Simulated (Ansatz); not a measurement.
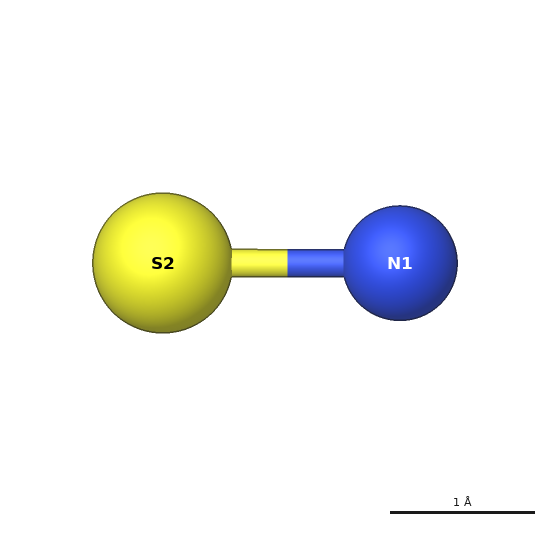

Simulated data, not a measurement (program: Ansatz).

Atoms carry their numbers in the input. Charge +1, singlet. Geometry: a fixed input geometry, not necessarily a minimum.

List the bonds and their lengths.

```csv
bond,length (Å)
N1–S2,1.656
```
